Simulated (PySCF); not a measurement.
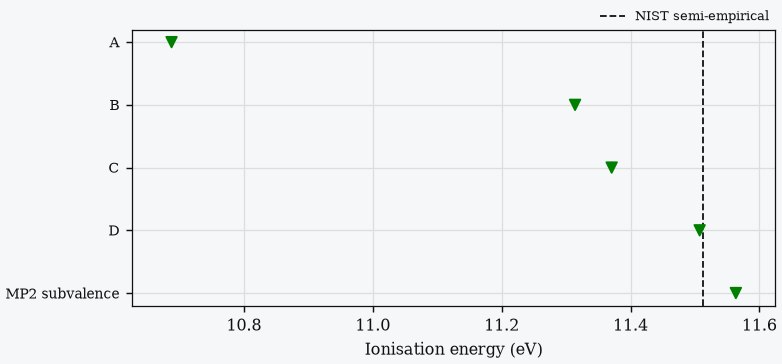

The ionisation energy of Tb⁺ ([Xe] 4f⁹ 6s → [Xe] 4f⁹) by several methods, in rising order. PySCF, ANO-RCC-VTZP, spin-free X2C-1e, unrestricted single determinants, no spin-orbit coupling. Methods marked “valence” freeze 46 core electrons; methods marked “subvalence” freeze 28 core electrons. The lettered entries are HF, MP2 valence, SCS-MP2 subvalence and SCS-MP2 valence in some order.

Which letter is which method?

Answer. A is HF (10.688 eV); B is SCS-MP2 valence (11.314 eV); C is SCS-MP2 subvalence (11.371 eV); D is MP2 valence (11.507 eV). The values run from 10.688 eV (HF) to 11.563 eV (MP2 subvalence). The NIST semi-empirical value is 11.513 ± 0.02 eV; nearest to it come MP2 valence (−0.006) and MP2 subvalence (+0.050), furthest HF (−0.825 eV).

Caveat: determinant is not a pure L term; determinant is not a pure L term.
